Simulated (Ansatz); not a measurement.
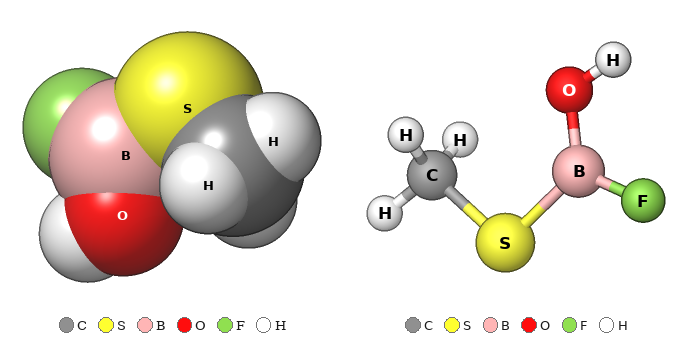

The same structure drawn twice, from different directions.

Count the atoms of each element.

Answer. CH4BFOS, 9 atoms: 1 carbon, 4 hydrogen, 1 boron, 1 fluorine, 1 oxygen and 1 sulfur.

Count the bonded pairs by element.

Answer. 3 C–H, 1 C–S, 1 B–S, 1 B–O, 1 B–F, 1 O–H.

Does it have rings?

Answer. It has no ring.

More results for the same structure follow; atom numbers are the same in all pictures, views and colours differ. The geometry was computed by an optimisation with PBE0-D4/def2-TZVP.

### Geometry

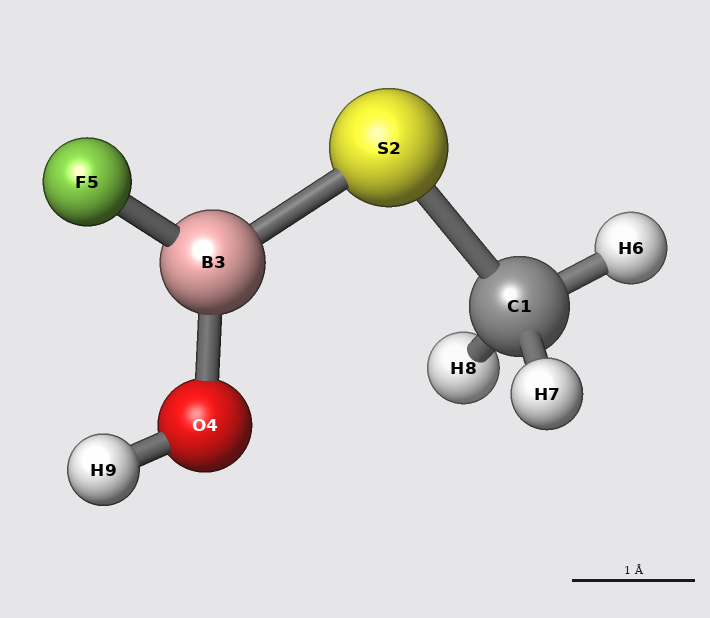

The atoms are numbered.

What are the angles S2–C1–H6, S2–C1–H7, C1–S2–B3, S2–B3–O4, S2–B3–F5, O4–B3–F5, B3–O4–H9?

```csv
angle,degrees
S2–C1–H6,106.7
S2–C1–H7,110.7
C1–S2–B3,101.1
S2–B3–O4,122.0
S2–B3–F5,117.9
O4–B3–F5,120.1
B3–O4–H9,112.6
```

### Vibrations

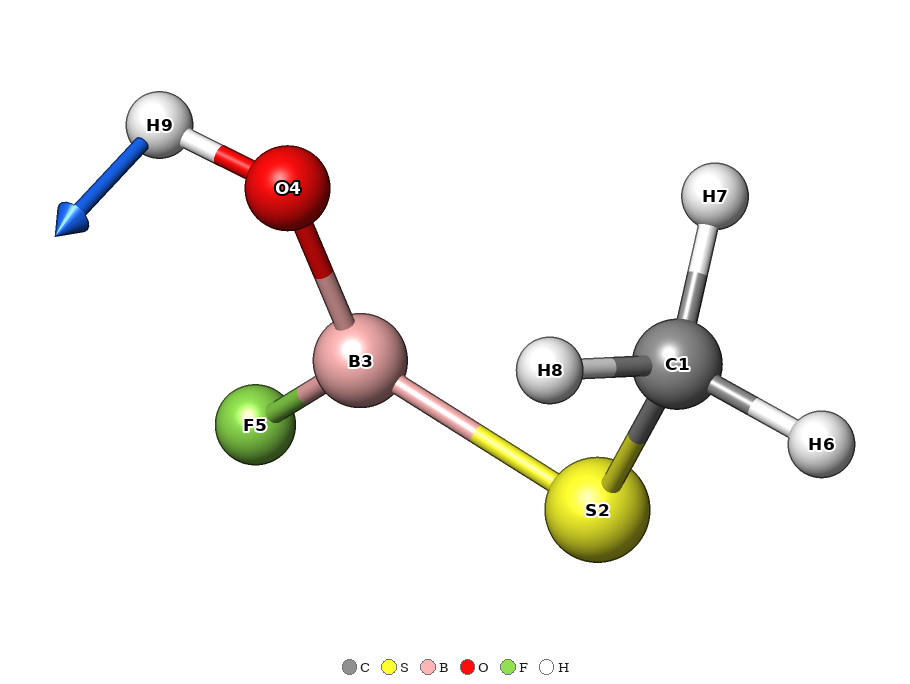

The arrows show one normal mode. Harmonic vibrations computed with RKS PBE0-D4/def2-TZVP (Ansatz 0.2.0) at a stationary point of the same level.

Describe the motion.

Answer. A torsion or out-of-plane motion in which bond lengths and bond angles hardly change.

Estimate its harmonic wavenumber.

Answer. 489 cm⁻¹; it is mode 6 of 21 counted from the lowest.

### Dipole moment

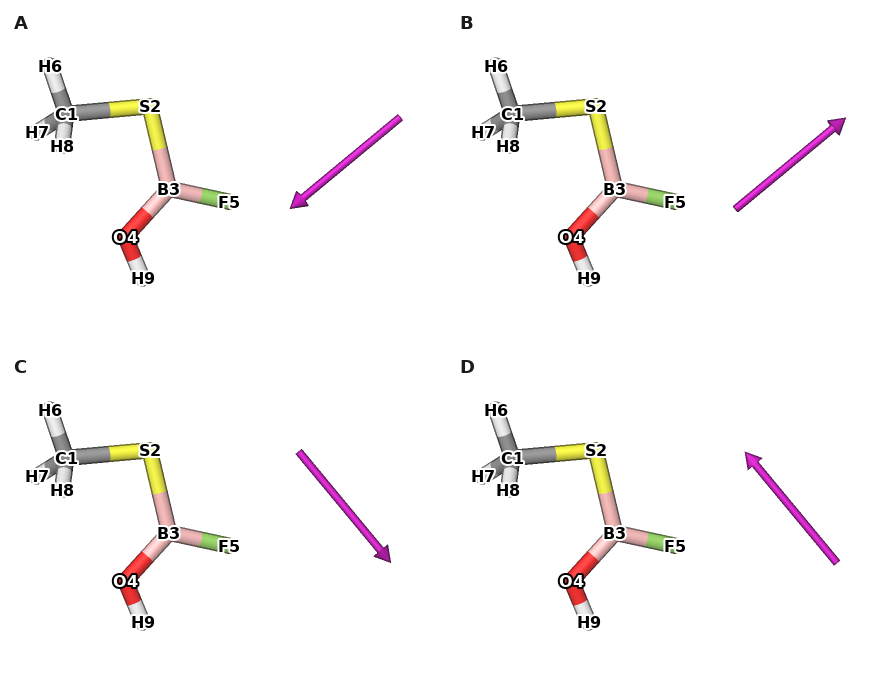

The same molecule four times, each with an arrow. Properties computed with RKS r2SCAN-D4/def2-TZVPP (Ansatz 0.2.0).

Which arrow points along the dipole moment, from the negative to the positive end?

Answer. A. The dipole moment is 2.08 D; it points from the side of S2, F5 to the side of H9 (the outermost atoms at the two ends).

### Charges

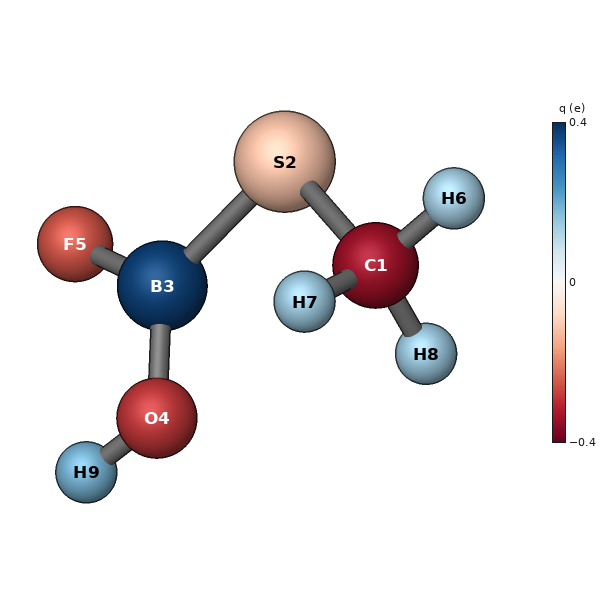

Atoms are coloured by their Mulliken charges. Properties computed with RKS ωB97M-V/def2-TZVPP (Ansatz 0.2.0).

List the Mulliken charges.

```
atom  value (e)
  C1      −0.34
  S2      −0.11
  B3       0.37
  O4      −0.28
  F5      −0.25
  H6       0.14
  H7       0.15
  H8       0.14
  H9       0.19
```

Mulliken values depend strongly on the basis set and can even reverse the polarity of a bond.
